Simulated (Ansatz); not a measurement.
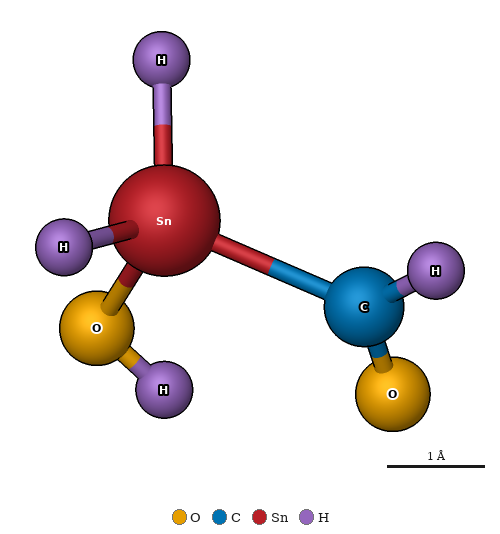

*The input geometry (ball-and-stick view, seen at a tilt). Sticks mark near contacts.*

Bond lengths as drawn: C–H 1.13 Å, C–O 1.21 Å, C–Sn 2.25 Å, H–O 0.98 Å, H–Sn 1.73 Å and O–Sn 2.02 Å.

## Geometry relaxation, with input and output: CH$_{4}$O$_{2}$Sn

- system: CH$_{4}$O$_{2}$Sn, SMILES O=[CH][SnH2][OH]
- method: RHF/def2-SVPD (Ansatz 0.2.0)

**The program's output**
```
The last accepted step is kept in [file] (removed where the run ends without a failure and the disk answers)
Engine: ansatz 0.2.0, aarch64-unknown-linux-gnu
Functional definition: HF
  exchange = exact_x
  correlation = 0
1480 factors; integrals over basis functions are off by at most 3.0e-4 eV
mean field evaluation 1: about -10963.0845 eV, gradient 5.1e1 eV
mean field evaluation 2: about -10963.1700 eV, gradient 5.1e1 eV
mean field evaluation 4: about -10968.4962 eV, gradient 3.4e0 eV
mean field evaluation 8: about -10968.5648 eV, gradient 2.2e-1 eV
mean field -10968.56519207 eV, -403.0873360479 hartree, gradient 3.8e-5 eV, S^2 0.000000; 0 other end points of the search recorded, 0 dependent functions left out
the calculation of the forces begins
reference -10968.56519207 eV, -403.0873360479 hartree; 24, 24 occupied and 106, 106 virtual orbitals, 1480 factors
relax step   1: F+E_penalty+E_count = -10968.56519207 eV  Δ(F+E_penalty+E_count) = +0.000e0 eV  max|allowed force component| = 2.016e0 eV/Å  Δτ_max = 0.0000 Å  (39 SCF iters, accepted)
these checks for a lower state are left out or cut short: starts, cluster_reference, orbital_swaps, neighbouring_geometries, increment
1480 factors; integrals over basis functions are off by at most 2.6e-4 eV
mean field evaluation 16: about -10968.6694 eV, gradient 9.9e-4 eV
mean field -10968.66943205 eV, -403.0911667967 hartree, gradient 8.8e-5 eV, S^2 0.000000; 0 other end points of the search recorded, 0 dependent functions left out
the calculation of the forces begins
reference -10968.66943205 eV, -403.0911667967 hartree; 24, 24 occupied and 106, 106 virtual orbitals, 1480 factors
relax step   2: F+E_penalty+E_count = -10968.66943205 eV  Δ(F+E_penalty+E_count) = -1.042e-1 eV  max|allowed force component| = 4.553e-1 eV/Å  Δτ_max = 0.1397 Å  (40 SCF iters, accepted)
these checks for a lower state are left out or cut short: starts, cluster_reference, orbital_swaps, neighbouring_geometries, increment
1480 factors; integrals over basis functions are off by at most 2.4e-4 eV
mean field -10968.69322056 eV, -403.0920410084 hartree, gradient 8.0e-5 eV, S^2 0.000000; 0 other end points of the search recorded, 0 dependent functions left out
the calculation of the forces begins
reference -10968.69322056 eV, -403.0920410084 hartree; 24, 24 occupied and 106, 106 virtual orbitals, 1480 factors
relax step   3: F+E_penalty+E_count = -10968.69322056 eV  Δ(F+E_penalty+E_count) = -2.379e-2 eV  max|allowed force component| = 7.571e-1 eV/Å  Δτ_max = 0.0789 Å  (41 SCF iters, accepted)
these checks for a lower state are left out or cut short: starts, cluster_reference, orbital_swaps, neighbouring_geometries, increment
1480 factors; integrals over basis functions are off by at most 2.3e-4 eV
mean field evaluation 32: about -10968.7136 eV, gradient 1.3e-5 eV
mean field -10968.71364651 eV, -403.0927916482 hartree, gradient 8.2e-5 eV, S^2 0.000000; 0 other end points of the search recorded, 0 dependent functions left out
the calculation of the forces begins
reference -10968.71364651 eV, -403.0927916482 hartree; 24, 24 occupied and 106, 106 virtual orbitals, 1480 factors
relax step   4: F+E_penalty+E_count = -10968.71364651 eV  Δ(F+E_penalty+E_count) = -2.043e-2 eV  max|allowed force component| = 1.261e-1 eV/Å  Δτ_max = 0.1083 Å  (41 SCF iters, accepted)
these checks for a lower state are left out or cut short: starts, cluster_reference, orbital_swaps, neighbouring_geometries, increment
1480 factors; integrals over basis functions are off by at most 2.3e-4 eV
mean field -10968.71567298 eV, -403.0928661196 hartree, gradient 2.5e-5 eV, S^2 0.000000; 0 other end points of the search recorded, 0 dependent functions left out
the calculation of the forces begins
reference -10968.71567298 eV, -403.0928661196 hartree; 24, 24 occupied and 106, 106 virtual orbitals, 1480 factors
relax step   5: F+E_penalty+E_count = -10968.71567298 eV  Δ(F+E_penalty+E_count) = -2.026e-3 eV  max|allowed force component| = 1.012e-1 eV/Å  Δτ_max = 0.0166 Å  (44 SCF iters, accepted)
these checks for a lower state are left out or cut short: starts, cluster_reference, orbital_swaps, neighbouring_geometries, increment
1480 factors; integrals over basis functions are off by at most 2.3e-4 eV
mean field -10968.71624907 eV, -403.0928872903 hartree, gradient 2.6e-5 eV, S^2 0.000000; 0 other end points of the search recorded, 0 dependent functions left out
the calculation of the forces begins
reference -10968.71624907 eV, -403.0928872903 hartree; 24, 24 occupied and 106, 106 virtual orbitals, 1480 factors
relax step   6: F+E_penalty+E_count = -10968.71624907 eV  Δ(F+E_penalty+E_count) = -5.761e-4 eV  max|allowed force component| = 3.445e-2 eV/Å  Δτ_max = 0.0152 Å  (44 SCF iters, accepted)
these checks for a lower state are left out or cut short: starts, cluster_reference, orbital_swaps, neighbouring_geometries, increment
1480 factors; integrals over basis functions are off by at most 2.3e-4 eV
mean field -10968.71633629 eV, -403.0928904956 hartree, gradient 9.0e-5 eV, S^2 0.000000; 0 other end points of the search recorded, 0 dependent functions left out
the calculation of the forces begins
reference -10968.71633629 eV, -403.0928904956 hartree; 24, 24 occupied and 106, 106 virtual orbitals, 1480 factors
relax step   7: F+E_penalty+E_count = -10968.71633629 eV  Δ(F+E_penalty+E_count) = -8.722e-5 eV  max|allowed force component| = 5.251e-3 eV/Å  Δτ_max = 0.0071 Å  (42 SCF iters, accepted)
these checks for a lower state are left out or cut short: starts, cluster_reference, orbital_swaps, neighbouring_geometries, increment
1480 factors; integrals over basis functions are off by at most 2.3e-4 eV
mean field evaluation 64: about -10968.7163 eV, gradient 2.0e-5 eV
mean field -10968.71634844 eV, -403.0928909422 hartree, gradient 2.0e-5 eV, S^2 0.000000; 0 other end points of the search recorded, 0 dependent functions left out
the calculation of the forces begins
reference -10968.71634844 eV, -403.0928909422 hartree; 24, 24 occupied and 106, 106 virtual orbitals, 1480 factors
relax step   8: F+E_penalty+E_count = -10968.71634844 eV  Δ(F+E_penalty+E_count) = -1.215e-5 eV  max|allowed force component| = 1.639e-3 eV/Å  Δτ_max = 0.0042 Å  (32 SCF iters, accepted)
```

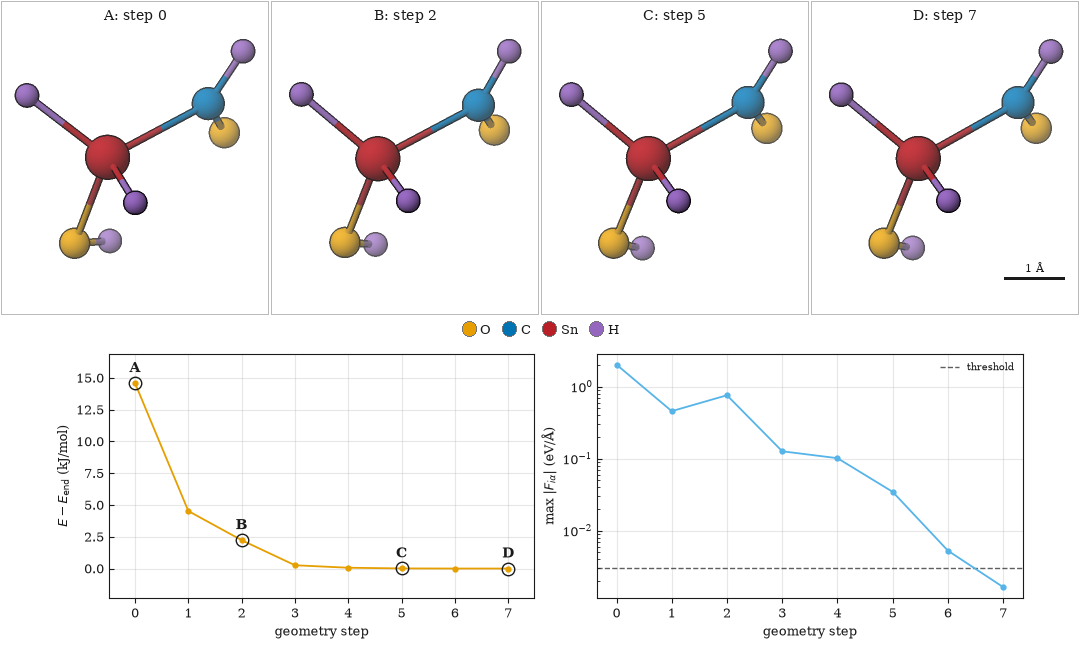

*Frames of the relaxation (ball-and-stick view, seen at a tilt) above the curves, on which the letters mark them (the first geometry is step 0 here and step 1 in the log).*

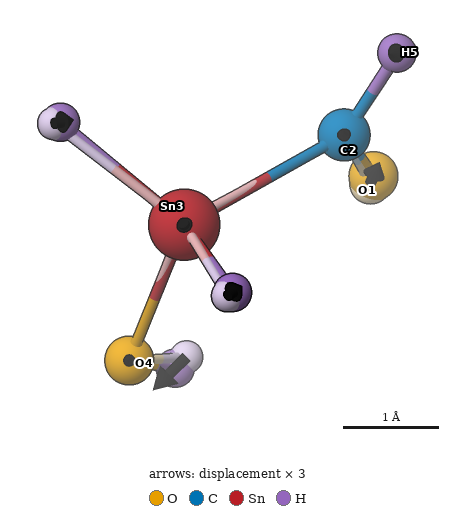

*Start (faint) and end (solid) with the displacements as black arrows, magnified 3 times (ball-and-stick view, seen at a tilt). The two geometries are laid on each other by the best rigid fit.*

The energy falls by 14.6 kJ/mol in 7 geometry steps. The largest force component goes from 2 to 0.0016 eV/Å. The atom that moves furthest after the best rigid fit is H8 (0.17 Å). Largest moves by element: H 0.17 Å, O 0.09 Å, Sn 0.05 Å, C 0.04 Å. Among the contacts that change: Sn3–O4 2.024 → 1.968 Å, C2–Sn3 2.254 → 2.216 Å, O4–H8 0.978 → 0.944 Å, O1–C2 1.212 → 1.186 Å. Among the angles that change: Sn3–O4–H8 108.3° → 116.3°, C2–Sn3–O4 99.4° → 103.1°, C2–Sn3–H6 114.8° → 112.0°. (Atoms are counted from 1 in the order of the input.)

```
1480 factors; integrals over basis functions are off by at most 2.3e-4 eV
mean field -10968.71634844 eV, -403.0928909422 hartree, gradient 2.0e-5 eV, S^2 0.000000; 1 other end points of the search recorded, 0 dependent functions left out
the calculation of the forces begins
reference -10968.71634844 eV, -403.0928909422 hartree; 24, 24 occupied and 106, 106 virtual orbitals, 1480 factors
Total energy: -10968.71634844 eV, -403.0928909422 hartree
Atom 0 at    -1.105943    -0.168225    -1.770856 Å, force     0.000719     0.000380     0.001639 eV/Å
Atom 1 at    -0.436123     0.656690    -1.243849 Å, force    -0.000624     0.000474    -0.001189 eV/Å
Atom 2 at     0.514018     0.175950     0.699478 Å, force    -0.000617    -0.001295    -0.000035 eV/Å
Atom 3 at    -0.089912    -1.664032     1.050040 Å, force     0.000414     0.000898    -0.000473 eV/Å
Atom 4 at    -0.301948     1.642134    -1.732393 Å, force     0.000070    -0.000420    -0.000385 eV/Å
Atom 5 at    -0.057096     1.178759     1.954410 Å, force    -0.000659    -0.000009     0.000462 eV/Å
Atom 6 at     2.215662     0.175016     0.593369 Å, force     0.000503    -0.000374    -0.000126 eV/Å
Atom 7 at    -0.646557    -2.053492     0.393900 Å, force     0.000193     0.000347     0.000106 eV/Å
Dipole moment:     0.267545     0.631593    -0.016544 e Å
```

**Trajectory as extended XYZ (Å, eV, eV/Å), 8 frames, from step=1 to step=8**
```
8
Properties=species:S:1:pos:R:3:forces:R:3 step=1 energy=-10968.56519
O    -1.1253   -0.2576   -1.7446    1.4829   2.0160   1.0483
C    -0.4576    0.6273   -1.2547   -1.0241  -1.1822  -0.8611
Sn    0.5442    0.2134    0.7212   -0.2494  -0.9234   0.2643
O    -0.1099   -1.6767    1.0345   -0.6228   0.7019  -1.6228
H    -0.3503    1.6228   -1.7807   -0.1738  -0.7889   0.2612
H    -0.0181    1.1858    2.0379    0.0903  -0.1491  -0.3862
H     2.2733    0.1671    0.6571   -0.4079   0.0727  -0.0832
H    -0.6642   -1.9392    0.2733    0.9047   0.2530   1.3795
8
Properties=species:S:1:pos:R:3:forces:R:3 step=2 energy=-10968.66943
O    -1.0568   -0.2094   -1.6757   -0.3301  -0.1459  -0.3844
C    -0.4128    0.6598   -1.1900    0.0808   0.0560  -0.1074
Sn    0.5215    0.1569    0.7232   -0.0212   0.1394  -0.0647
O    -0.1107   -1.6820    1.0315   -0.2941  -0.0679  -0.4553
H    -0.3104    1.6298   -1.7231   -0.0206  -0.0807   0.0982
H    -0.0698    1.2009    1.9090   -0.0325   0.0615   0.3433
H     2.1985    0.1938    0.5426    0.2974  -0.0876   0.1206
H    -0.6675   -2.0070    0.3265    0.3204   0.1252   0.4497
8
Properties=species:S:1:pos:R:3:forces:R:3 step=3 energy=-10968.69322
O    -1.1048   -0.1980   -1.7372    0.3768   0.1332   0.0314
C    -0.4002    0.6245   -1.2436   -0.7571   0.2079   0.0376
Sn    0.5257    0.1769    0.7099    0.1734  -0.0595  -0.0926
O    -0.1016   -1.6582    1.0325   -0.1157  -0.0649  -0.1294
H    -0.3383    1.6331   -1.7100    0.1894  -0.2210  -0.0685
H    -0.0516    1.1846    1.9527   -0.0317   0.0355   0.0106
H     2.2223    0.1777    0.5943    0.0826  -0.0143   0.0638
H    -0.6593   -1.9978    0.3455    0.0823  -0.0168   0.1470
8
Properties=species:S:1:pos:R:3:forces:R:3 step=4 energy=-10968.71365
O    -1.0894   -0.1618   -1.7891   -0.0094  -0.1063  -0.0742
C    -0.4249    0.6605   -1.2538   -0.1261   0.0953   0.1210
Sn    0.5149    0.1763    0.6915    0.0060  -0.1244  -0.0029
O    -0.0889   -1.6641    1.0575   -0.0191   0.0103  -0.0368
H    -0.3233    1.6602   -1.7176    0.0769   0.0266  -0.0434
H    -0.0569    1.1781    1.9460   -0.0074   0.0154  -0.0043
H     2.2157    0.1685    0.5883    0.0179  -0.0001   0.0104
H    -0.6551   -2.0750    0.4214    0.0611   0.0832   0.0301
8
Properties=species:S:1:pos:R:3:forces:R:3 step=5 energy=-10968.71567
O    -1.0900   -0.1684   -1.7834    0.0102  -0.0173  -0.0125
C    -0.4315    0.6598   -1.2476   -0.0689   0.0252   0.0155
Sn    0.5126    0.1777    0.6968    0.0008  -0.1012  -0.0001
O    -0.0886   -1.6653    1.0537   -0.0109   0.0374  -0.0266
H    -0.3158    1.6534   -1.7242    0.0289  -0.0028  -0.0058
H    -0.0550    1.1804    1.9526   -0.0065   0.0059   0.0011
H     2.2134    0.1693    0.5873    0.0091   0.0060   0.0078
H    -0.6530   -2.0642    0.4090    0.0373   0.0468   0.0206
8
Properties=species:S:1:pos:R:3:forces:R:3 step=6 energy=-10968.71625
O    -1.0989   -0.1683   -1.7795   -0.0065   0.0044  -0.0103
C    -0.4367    0.6582   -1.2457    0.0161  -0.0181   0.0345
Sn    0.5130    0.1740    0.6981    0.0040   0.0106  -0.0013
O    -0.0913   -1.6644    1.0566   -0.0079   0.0043  -0.0171
H    -0.3075    1.6482   -1.7257   -0.0064   0.0042  -0.0151
H    -0.0563    1.1802    1.9510   -0.0002   0.0016   0.0037
H     2.2146    0.1708    0.5904    0.0000   0.0006  -0.0003
H    -0.6448   -2.0560    0.3990    0.0008  -0.0076   0.0060
8
Properties=species:S:1:pos:R:3:forces:R:3 step=7 energy=-10968.71634
O    -1.1030   -0.1686   -1.7738    0.0020   0.0023   0.0031
C    -0.4362    0.6571   -1.2441   -0.0034  -0.0006  -0.0053
Sn    0.5135    0.1756    0.6989    0.0009  -0.0035   0.0029
O    -0.0912   -1.6638    1.0520   -0.0006   0.0028  -0.0035
H    -0.3045    1.6441   -1.7303    0.0001  -0.0022   0.0003
H    -0.0556    1.1794    1.9535   -0.0038   0.0025   0.0036
H     2.2150    0.1738    0.5928    0.0042  -0.0010  -0.0019
H    -0.6459   -2.0548    0.3951    0.0005  -0.0002   0.0009
8
Properties=species:S:1:pos:R:3:forces:R:3 step=8 energy=-10968.71635
O    -1.1059   -0.1682   -1.7709    0.0007   0.0004   0.0016
C    -0.4361    0.6567   -1.2438   -0.0006   0.0005  -0.0012
Sn    0.5140    0.1759    0.6995   -0.0006  -0.0013   0.0000
O    -0.0899   -1.6640    1.0500    0.0004   0.0009  -0.0005
H    -0.3019    1.6421   -1.7324    0.0001  -0.0004  -0.0004
H    -0.0571    1.1788    1.9544   -0.0007   0.0000   0.0005
H     2.2157    0.1750    0.5934    0.0005  -0.0004  -0.0001
H    -0.6466   -2.0535    0.3939    0.0002   0.0003   0.0001
```

The run was set up as follows.

**Input**
```yaml
crystal:
  periodic: [false, false, false]
  atoms:
    - { symbol: O, position_ang: [-1.125256, -0.257636, -1.744573] }
    - { symbol: C, position_ang: [-0.457582, 0.627324, -1.254682] }
    - { symbol: Sn, position_ang: [0.544208, 0.213356, 0.721225] }
    - { symbol: O, position_ang: [-0.109924, -1.676724, 1.034497] }
    - { symbol: H, position_ang: [-0.350324, 1.622754, -1.780673] }
    - { symbol: H, position_ang: [-0.018057, 1.185819, 2.037875] }
    - { symbol: H, position_ang: [2.273257, 0.167093, 0.657101] }
    - { symbol: H, position_ang: [-0.664221, -1.939186, 0.27333] }
basis:
  gaussian: { orbitals: def2-SVPD }
hamiltonian:
  xc: hf
output:
  forces: true
relax:
  f_tol: 0.003
  max_steps: 120
```

Launched with:
```bash
ansatz run input.yaml --threads 1 --pin off --max-ram 2560MiB --backend cpu --events-out ev --progress --plain --runs-dir out
```

**Key numbers**

| quantity | value |
| --- | --- |
| outcome | converged |
| total energy | −10968.7163 eV |
| mean-field energy | −10968.7163 eV |
| largest force (length of the vector) at the end | 0.002 eV/Å |
| hardware | 1 thread of Arm Neoverse V1, 24 GiB of memory available, shared host |
| wall time | 43 s |
| peak memory | 0.31 GiB |
